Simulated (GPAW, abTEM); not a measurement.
# WS2 monolayer, P on a S site: independent atoms against a DFT potential

Question: image and diffraction simulations usually add up neutral spherical atoms. How large is the error for a WS2 monolayer, P on a S site, in scanning-probe images and phase-contrast images?

The sheet lies in the middle of a cell with vacuum above and below. All numbers are calculated.

## Step 1: Find the equilibrium geometry

The density hangs on the geometry, so the atoms are relaxed first, from slightly displaced sites so that no symmetry traps them, in the host's fixed cell.

Settings: GPAW 26.7.0, PBE, 400 eV, 1×1×1 k-points, Fermi–Dirac width 0.05 eV, spin-polarised, BFGS to 0.05 eV/Å.

```console
$ OMP_NUM_THREADS=1 mpirun -n 4 gpaw python run.py > gpaw.log
```

```text
BFGS:    0     -265.138340        1.272403
BFGS:    1     -265.306866        0.694925
BFGS:    2     -265.405274        0.358825
BFGS:    3     -265.419798        0.280649
...
BFGS:    7     -265.447254        0.071231
BFGS:    8     -265.448193        0.069925
BFGS:    9     -265.448710        0.039619
cell  9.5400 11.0158 12.3400  90.00 90.00 90.00
```

After 9 steps the energy has changed by -0.310 eV; the last force printed is 0.040 eV/Å. It took 17 min on 4 cores of Arm Neoverse N1 (shared host), peak memory 1.9 GiB.

Shortest distances after relaxation: S–W 2.410 Å, P–W 2.457 Å, S–S 3.141 Å, W–W 3.152 Å.

## Step 2: Density and charge transfer

Fast electrons feel the potential of the nuclei and of all the electrons, so the PAW density is rebuilt with its core regions. Subtracting spherical free atoms from the same code cancels the cores and leaves the deformation density Δρ, the part due to bonding.

Settings: PBE, 500 eV, 2×1×1 k-points, Fermi–Dirac width 0.05 eV, spin-polarised; supercell of 36 atoms.

```console
$ OMP_NUM_THREADS=1 mpirun -n 4 gpaw python run.py > gpaw.log
```

```text
|iter:   1|       0s | -269.216399 | +0.24 |       |  +3.6001|
|iter:   2|      49s | -269.341419 | -0.97 | -1.09 |  +3.4427|
|iter:   3|      92s | -267.018074 | -1.18 | -1.15 |  +2.3981|
...
|iter:  18|     784s | -265.721754c| -7.06 | -4.37c|  +0.0069|
|iter:  19|     827s | -265.721749c| -7.35 | -4.54c|  +0.0042|
|iter:  20|     853s | -265.721744c| -7.53c| -4.78c|  +0.0011|
```

```text
grid (100, 120, 128)  electrons 1271.000  moved by bonding 8.112 e
deformation density beyond 0.5 A of the nuclei: max 0.151, min -0.125 e/A^3
```

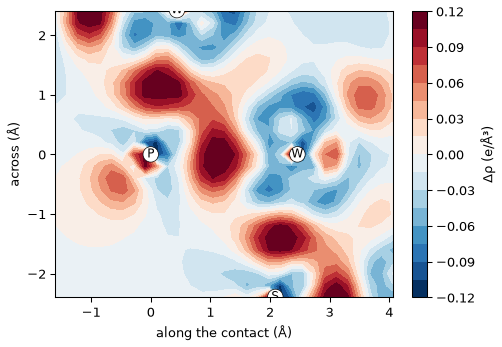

Deformation density in a plane through the shortest contact of the P atom at the origin; red gains electrons, blue loses them.

Along the shortest contact from the P atom at the map's origin, P–W at 2.46 Å, Δρ is +0.14 e/Å³ at the midpoint: a bond charge, the mark of covalency. At the midpoints of other shortest contacts it is +0.11 (W–S, 2.41 Å), -0.01 (S–S, 3.14 Å), +0.03 (W–W, 3.15 Å) and 0.00 (S–P, 3.17 Å) e/Å³. Point values carry grid noise of about 0.01 e/Å³. The moments given at the start die out. The run needed 20 iterations, 18 min.

Atoms whose charge stands out: P36 -0.192, W7 +0.184, W8 +0.186, W11 +0.187, W6 +0.206, W12 +0.205 e; averages by element: W +0.197, S -0.094, P -0.192 e.

## Step 3: Scanning probe: integrated centre of mass and ABF

The integrated centre-of-mass signal follows the projected potential of a thin sample, so it responds to any shift of charge; annular bright field is given beside it. The probe is focused on the sheet.

Settings: abTEM 1.0.9, 80 kV, 2×2×1 cells, grid 138×160, 12 slices, atoms at rest, semi-angle 30 mrad, ABF 15–30 mrad, Gaussian source blur σ = 0.25 Å; iCOM in arbitrary units. Columns, named by their atoms per repeat: SP (4.77, 6.43), W_1st (6.35, 5.53), S2_2nd (6.36, 9.18), W_3rd (4.77, 2.76), W_far (9.54, 0.01), S2_far (1.59, 0.92), void (0.00, 1.93) Å; 'void' is a point in the widest open channel, away from the defect; 1st, 2nd and so on count shells round it.

| column | iCOM − void, atoms | bonded | change (%) | ABF, atoms (%) | bonded (%) |
| --- | --- | --- | --- | --- | --- |
| SP | 0.0355 | 0.0339 | -4.5 | 71.26 | 71.30 |
| W_1st | 0.0395 | 0.0391 | -0.9 | 67.85 | 67.83 |
| S2_2nd | 0.0355 | 0.0345 | -2.7 | 71.19 | 71.22 |
| W_3rd | 0.0398 | 0.0397 | -0.2 | 66.56 | 66.54 |
| W_far | 0.0394 | 0.0394 | 0.0 | 67.94 | 67.92 |
| S2_far | 0.0359 | 0.0351 | -2.3 | 71.11 | 71.15 |

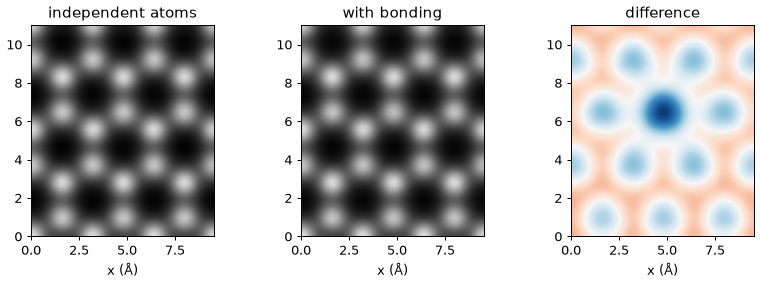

iCOM images: the first two share a grey scale; the difference (red positive) reaches 3 % of the image's range.

Against the void, SP changes by -4.5 % and W_far by 0.0 %. Screening by site charges alone doesn't account for these signs and sizes; the redistribution between atoms, bonds and voids matters as well. At these points the largest ABF change is 0.045 % of the beam. Time: 64 s.

## Step 4: Phase-contrast images through focus

Defocus sets how strongly, and with which sign, the lens passes each spatial frequency; bonding changes the potential mostly at the lowest ones. Defocus counts from the exit plane, 5.4 Å below the sheet's middle.

Settings: abTEM 1.0.9, 80 kV, 1×1×1 cells, grid 120×138, 12 slices, atoms at rest, Cs -15 μm, focal spread 30 Å, aperture 35 mrad; positive defocus is underfocus. Intensity relative to vacuum, independent atoms / with bonding. Columns, named by their atoms per repeat: SP (4.77, 6.43), W_1st (6.35, 5.53), S2_2nd (6.36, 9.18), W_3rd (4.77, 2.76), W_far (9.54, 0.01), S2_far (1.59, 0.92), void (0.00, 1.93) Å; 'void' is a point in the widest open channel, away from the defect; 1st, 2nd and so on count shells round it.

| defocus (Å) | SP | W_1st | S2_2nd | W_3rd | W_far | void |
| --- | --- | --- | --- | --- | --- | --- |
| -200 | 1.229 / 1.223 | 1.337 / 1.339 | 1.218 / 1.218 | 1.336 / 1.339 | 1.336 / 1.339 | 1.251 / 1.250 |
| -130 | 0.917 / 0.902 | 0.948 / 0.953 | 0.919 / 0.908 | 0.949 / 0.954 | 0.945 / 0.950 | 0.522 / 0.526 |
| -50 | 1.074 / 1.065 | 1.013 / 1.016 | 1.084 / 1.077 | 1.007 / 1.011 | 1.015 / 1.018 | 0.829 / 0.834 |
| 130 | 0.871 / 0.880 | 0.919 / 0.918 | 0.880 / 0.884 | 0.914 / 0.912 | 0.917 / 0.915 | 1.244 / 1.239 |
| 200 | 0.935 / 0.935 | 1.006 / 1.010 | 0.941 / 0.936 | 1.006 / 1.009 | 1.006 / 1.009 | 0.669 / 0.670 |

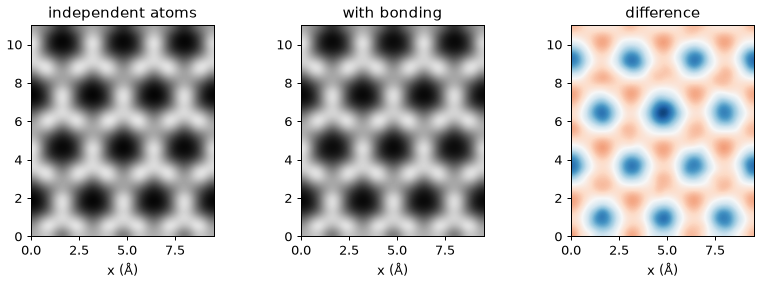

Images at -50 Å defocus: the first two share a grey scale; the difference (red positive) reaches 3 % of the image's range.

The largest change at any listed point, and its share of that image's contrast range (maximum minus minimum): 0.006 (1 %) at -200 Å, 0.015 (2 %) at -130 Å, 0.009 (3 %) at -50 Å, 0.009 (2 %) at 130 Å, 0.005 (1 %) at 200 Å.

## Step 5: Answer

Putting the DFT potential in place of independent atoms changes iCOM column contrast by -4.5 to 0.0 % and phase contrast by up to 3 % of its range. The bond at the defect, P–W, has Δρ = +0.14 e/Å³ at its midpoint, a covalent bond charge. Limits: the bonding term is static and added to Lobato atoms; no inelastic scattering; a small supercell, so defects interact.

[Outputs are excerpts: Python notices, other lines and further rows are left out; steps that failed or that the build refused (PBEsol, TPSS) are not shown.]

[Logs are printed without paths, hosts, clocks, repeated set-up lines and the standing remarks that a program may print on its own settings, such as how far it seeks lower states.]
